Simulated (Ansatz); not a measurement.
**SiGeH3 (quartet): correlated methods under varied settings**

What do other methods and options give for SiGeH3 (quartet) at this geometry, and how long do they take?

Program: Ansatz 0.2.0, Gaussian basis. Level of theory: the settings change from run to run. These are calculated values, not measurements.

21 further runs of the same task are left out: 9 that didn't finish, 12 set aside as unsound or not needed.

### 1 The geometry

The geometry is a PBE0/def2-TZVP stationary point (not a proven minimum) of the parent state, kept for this charge and spin. No spin-orbit coupling is included. The filled d shell of Ge may be among the frozen orbitals whatever the setting's name suggests; the logs give the count.

5 atoms, charge 0, spin multiplicity 4.

Atoms are counted from 1 here; the program's logs count them from 0.

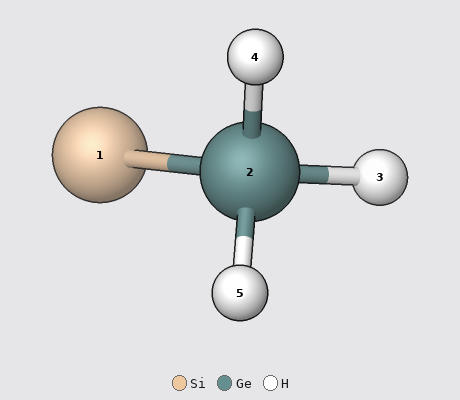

The structure; silicon light orange, germanium teal, hydrogen white; atoms are numbered from 1 in the order of the file.

As a file:

| atom | x (Å) | y (Å) | z (Å) |
| --- | --- | --- | --- |
| Si1 | 0.0063 | 0.0000 | 1.7815 |
| Ge2 | 0.0015 | 0.0000 | -0.6387 |
| H3 | -1.5105 | 0.0000 | -0.9813 |
| H4 | 0.6125 | 1.2449 | -1.3153 |
| H5 | 0.6125 | -1.2449 | -1.3153 |

### 2 CCSDT on UHF/STO-3G

in.yaml

```yaml
crystal:
  periodic: [false, false, false]
  atoms:
    - {symbol: Si, position_ang: [0.006312, -0.000001, 1.781521]}
    - {symbol: Ge, position_ang: [0.001520, 0.000000, -0.638687]}
    - {symbol: H, position_ang: [-1.510450, -0.000015, -0.981329]}
    - {symbol: H, position_ang: [0.612502, 1.244920, -1.315333]}
    - {symbol: H, position_ang: [0.612528, -1.244907, -1.315334]}
basis:
  gaussian: {orbitals: STO-3G}
magnetization: {spin_polarized: true, initial_magnetization: 3}
correlation: {method: ccsdt, electrons: outside_noble_gas}
```

Command:

```
$ ansatz run in.yaml --threads 1 --pin off --events-out ev --progress --plain --max-ram 2393MiB
```

The program printed (excerpt; [...] marks lines left out):

```text
Functional definition: HF
  name "HF"
  cite "Fock, Z. Phys. 61, 126 (1930) doi:10.1007/BF01340294"
  parent pbe
[...]
432 factors; integrals over basis functions are off by at most 3.3e-8 eV
[...]
mean field -63646.66739282 eV, -2338.9718854257 hartree, gradient 3.1e-6 eV, S^2 3.750244; 0 other end points of the search recorded, 0 dependent functions left out
19 core orbitals not correlated, not the lowest: weight in the atoms' cores, before any rotation towards them, 0.629 or more for the frozen orbitals, at most 0.363 for the correlated occupied ones
reference -63646.66739282 eV, -2338.9718854257 hartree; 7, 4 occupied and 4, 7 virtual orbitals, 432 factors
second order -1.17045328 eV of doubles, -0.00000000 eV of singles
cycle   1  -1.56889435 eV  change   -4.0e-1 eV  update   6.0e-2
[...]
cycle  12  -1.84584750 eV  change   -2.8e-7 eV  update   5.3e-7
Total energy: -63648.51324033 eV, -2339.0397190703 hartree
```

Run time: 1.6 s. Hardware: 1 thread of Intel Xeon Platinum 8259CL at 2.50GHz, shared host.

From the report: ⟨S²⟩ of the determinant 3.750 (pure quartet: 3.75); correlation -1.8458 eV; T1 0.007; largest double amplitude 0.09.

### 3 CCSD on UHF/def2-SVP

in.yaml, as its differences from that of step 2:

```diff
@@ -9,4 +9,4 @@
 basis:
-  gaussian: {orbitals: STO-3G}
+  gaussian: {orbitals: def2-SVP}
 magnetization: {spin_polarized: true, initial_magnetization: 3}
-correlation: {method: ccsdt, electrons: outside_noble_gas}
+correlation: {method: ccsd, electrons: outside_noble_gas, diis_vectors: 1}
```

Launched as before.

The program printed (excerpt; [...] marks lines left out):

```text
Functional definition: HF
  name "HF"
  cite "Fock, Z. Phys. 61, 126 (1930) doi:10.1007/BF01340294"
  parent pbe
[...]
635 factors; integrals over basis functions are off by at most 1.4e-3 eV
[...]
mean field -64370.99682188 eV, -2365.5905009753 hartree, gradient 1.8e-6 eV, S^2 3.753686; 0 other end points of the search recorded, 0 dependent functions left out
19 core orbitals not correlated: weight in the atoms' cores, before any rotation towards them, 1.000 or more for the frozen orbitals, at most 0.000 for the correlated occupied ones
reference -64370.99682188 eV, -2365.5905009753 hartree; 7, 4 occupied and 39, 42 virtual orbitals, 635 factors
second order -3.97396242 eV of doubles, -0.00000000 eV of singles
cycle   1  -4.69022653 eV  change   -7.2e-1 eV  update   7.2e-2
[...]
cycle  14  -5.00404169 eV  change    3.4e-7 eV  update   7.4e-6
Total energy: -64376.00086357 eV, -2365.7743961155 hartree
```

Run time: 2.5 s. Hardware: 1 thread of Intel Xeon Platinum 8259CL at 2.50GHz, shared host.

From the report: ⟨S²⟩ of the determinant 3.754 (pure quartet: 3.75); correlation -5.0040 eV; T1 0.026; largest double amplitude 0.05.

### 4 HF/cc-pVDZ

in.yaml, as its differences from that of step 3:

```diff
@@ -9,4 +9,5 @@
 basis:
-  gaussian: {orbitals: def2-SVP}
-magnetization: {spin_polarized: true, initial_magnetization: 3}
-correlation: {method: ccsd, electrons: outside_noble_gas, diis_vectors: 1}
+  gaussian: {orbitals: cc-pVDZ}
+magnetization: {spin_polarized: false, initial_magnetization: 3}
+hamiltonian: {xc: hf}
+output: {orbitals: {seedname: orbitals}}
```

Same command.

The program printed:

```text
Functional definition: HF
  name "HF"
  cite "Fock, Z. Phys. 61, 126 (1930) doi:10.1007/BF01340294"
  parent pbe
  exchange = exact_x
  correlation = 0
640 factors; integrals over basis functions are off by at most 1.0e-3 eV
mean field evaluation 1: about -64378.6017 eV, gradient 9.8e0 eV
mean field evaluation 2: about -64378.6085 eV, gradient 9.8e0 eV
mean field evaluation 4: about -64379.7194 eV, gradient 1.3e0 eV
mean field evaluation 8: about -64379.8127 eV, gradient 1.3e-1 eV
mean field -64379.81289307 eV, -2365.9144856159 hartree, gradient 2.0e-5 eV, S^2 3.750000; 0 other end points of the search recorded, 0 dependent functions left out
reference -64379.81289307 eV, -2365.9144856159 hartree; 26, 23 occupied and 34, 37 virtual orbitals, 640 factors
Total energy: -64379.81289307 eV, -2365.9144856159 hartree
```

It took 1.4 s on 1 thread of Intel Xeon Platinum 8259CL at 2.50GHz, shared host.

### 5 CCSD/cc-pVDZ

in.yaml, as its differences from that of step 4:

```diff
@@ -11,3 +11,4 @@
 magnetization: {spin_polarized: false, initial_magnetization: 3}
-hamiltonian: {xc: hf}
-output: {orbitals: {seedname: orbitals}}
+hamiltonian: {xc: {name: PBE0}}
+correlation: {method: ccsd, electrons: valence}
+scf: {omitted_lower_state_checks: [cluster_reference]}
```

Same command.

The program printed (excerpt; [...] marks lines left out):

```text
Functional definition: PBE0
  name "PBE0"
  cite "Adamo & Barone, J. Chem. Phys. 110, 6158 (1999) doi:10.1063/1.478522"
  cite "Perdew, Burke & Ernzerhof, Phys. Rev. Lett. 77, 3865 (1996) doi:10.1103/PhysRevLett.77.3865"
  parent pbe
[...]
640 factors; integrals over basis functions are off by at most 1.0e-3 eV
[...]
mean field -64429.58539776 eV, -2367.7435914261 hartree, gradient 1.9e-6 eV, S^2 3.750000; 0 other end points of the search recorded, 0 dependent functions left out
14 core orbitals not correlated: weight in the atoms' cores, before any rotation towards them, 1.000 or more for the frozen orbitals, at most 0.000 for the correlated occupied ones
reference -64379.33388330 eV, -2365.8968823316 hartree; 12, 9 occupied and 34, 37 virtual orbitals, 640 factors
second order -4.96995250 eV of doubles, -0.32940527 eV of singles
cycle   1  -5.80858011 eV  change   -5.1e-1 eV  update   6.5e-2
[...]
cycle   9  -6.06762559 eV  change    9.8e-6 eV  update   2.1e-5
Total energy: -64385.40150889 eV, -2366.1198634592 hartree
Checks for a lower state left out: cluster_reference
```

It took 4.5 s on 1 thread of Intel Xeon Platinum 8259CL at 2.50GHz, shared host.

From the report: correlation -6.0676 eV; T1 0.014; largest double amplitude 0.05. The orbitals are Kohn-Sham ones, so correlation energy and T1 don't compare with those on Hartree-Fock orbitals.

### 6 NEVPT2(3,7)/cc-pVDZ

in.yaml, as its differences from that of step 5:

```diff
@@ -11,4 +11,2 @@
 magnetization: {spin_polarized: false, initial_magnetization: 3}
-hamiltonian: {xc: {name: PBE0}}
-correlation: {method: ccsd, electrons: valence}
-scf: {omitted_lower_state_checks: [cluster_reference]}
+correlation: {method: sc_nevpt2, electrons: outside_noble_gas, active_space: {window: {electrons: 3, orbitals: 7}, states: [{multiplicity: 4, weights: [1, 1]}]}}
```

Same command.

The program printed:

```text
Functional definition: HF
  name "HF"
  cite "Fock, Z. Phys. 61, 126 (1930) doi:10.1007/BF01340294"
  parent pbe
  exchange = exact_x
  correlation = 0
1184 factors; integrals over basis functions are off by at most 2.1e-7 eV
mean field evaluation 1: about -64378.6064 eV, gradient 9.8e0 eV
mean field evaluation 2: about -64378.6098 eV, gradient 9.8e0 eV
mean field evaluation 4: about -64379.7198 eV, gradient 1.3e0 eV
mean field evaluation 8: about -64379.8128 eV, gradient 1.3e-1 eV
mean field -64379.81302371 eV, -2365.9144904167 hartree, gradient 1.7e-6 eV, S^2 3.750000; 0 other end points of the search recorded, 0 dependent functions left out
reference -64379.81302371 eV, -2365.9144904167 hartree; 26, 23 occupied and 34, 37 virtual orbitals, 1184 factors
state -64379.91766075 eV, -2365.9183357570 hartree
state -64375.32818538 eV, -2365.7496756479 hartree
state -64379.91766075 eV, -2365.9183357570 hartree; corrected -64383.89168047 eV, -2366.0643782879 hartree
state -64375.32818538 eV, -2365.7496756479 hartree; corrected -64379.48884922 eV, -2365.9025772241 hartree
Total energy: -64381.69026484 eV, -2365.9834777560 hartree
```

Wall time 9 s (1 thread of Intel Xeon Platinum 8259CL at 2.50GHz, shared host).

From the report: 20 determinants; active occupations (of the averaged states) 1.00, 0.99, 0.50, 0.50, 0.00, 0.00, 0.00.

### 7 CASSCF(3,4)/cc-pVDZ

in.yaml, as its differences from that of step 6:

```diff
@@ -11,2 +11,4 @@
 magnetization: {spin_polarized: false, initial_magnetization: 3}
-correlation: {method: sc_nevpt2, electrons: outside_noble_gas, active_space: {window: {electrons: 3, orbitals: 7}, states: [{multiplicity: 4, weights: [1, 1]}]}}
+correlation: {active_space: {window: {electrons: 3, orbitals: 4}, states: [{multiplicity: 4, weights: [1, 1]}], root: 0}}
+scf: {lower_state_search: full}
+output: {forces: true}
```

Same command.

The program printed (excerpt; [...] marks lines left out):

```text
Functional definition: HF
  name "HF"
  cite "Fock, Z. Phys. 61, 126 (1930) doi:10.1007/BF01340294"
  parent pbe
[...]
1184 factors; integrals over basis functions are off by at most 2.1e-7 eV
[...]
mean field -64379.81302371 eV, -2365.9144904167 hartree, gradient 1.7e-6 eV, S^2 3.750000; 5 other end points of the search recorded, 0 dependent functions left out
reference -64379.81302371 eV, -2365.9144904167 hartree; 26, 23 occupied and 34, 37 virtual orbitals, 1184 factors
state -64379.69905608 eV, -2365.9103021837 hartree
state -64375.21515335 eV, -2365.7455217977 hartree
[...]
Total energy: -64379.69905608 eV, -2365.9103021837 hartree
Atom 0 at     0.006312    -0.000001     1.781521 Å, force     0.293836     0.000003    -0.253111 eV/Å
Atom 1 at     0.001520     0.000000    -0.638687 Å, force    -0.703741    -0.000007    -0.555386 eV/Å
Atom 2 at    -1.510450    -0.000015    -0.981329 Å, force     0.196775     0.000002    -0.003172 eV/Å
Atom 3 at     0.612502     1.244920    -1.315333 Å, force     0.106566    -0.060504     0.405834 eV/Å
Atom 4 at     0.612528    -1.244907    -1.315334 Å, force     0.106565     0.060506     0.405834 eV/Å
Dipole moment:     0.037590     0.000000    -0.079387 e Å
```

Wall time 11 s (1 thread of Intel Xeon Platinum 8259CL at 2.50GHz, shared host).

From the report: 4 determinants; active occupations (of the averaged states) 1.00, 1.00, 0.50, 0.50.

### 8 The runs in one table

Where basis and cores are those of an earlier UCCSDT(Q)/cc-pVDZ run (-64385.0960 eV), and the state is the same kind, the miss against it is given.

| level | correlated | functions | energy (eV) | from UCCSDT(Q) (meV) | time |
| --- | --- | --- | --- | --- | --- |
| CCSDT on UHF/STO-3G | outside noble gas | 30 | -63648.5132 |  | 1.6 s |
| CCSD on UHF/def2-SVP | outside noble gas | 65 | -64376.0009 |  | 2.5 s |
| HF/cc-pVDZ |  | 60 | -64379.8129 | 5283.1 | 1.4 s |
| CCSD/cc-pVDZ (on PBE0 orbitals) | valence | 60 | -64385.4015 |  | 4.5 s |
| NEVPT2(3,7)/cc-pVDZ (mean of several states) | outside noble gas | 60 | -64381.6903 |  | 9 s |
| CASSCF(3,4)/cc-pVDZ (lowest root of an average) |  | 60 | -64379.6991 |  | 11 s |

### 9 Summary of results

| quantity | value |
| --- | --- |
| runs | 6 |
| quickest | HF/cc-pVDZ, 1.4 s |
| slowest | CASSCF(3,4)/cc-pVDZ (lowest root of an average), 11 s |

**Reading.** Total energies in different bases, with other cores or another treatment of relativity can't be set against each other. CASSCF(3,4)/cc-pVDZ (lowest root of an average) took 7 times as long as HF/cc-pVDZ; the jobs differ in more than the method. Hartree-Fock, CASSCF and CASCI lack dynamic correlation by design.
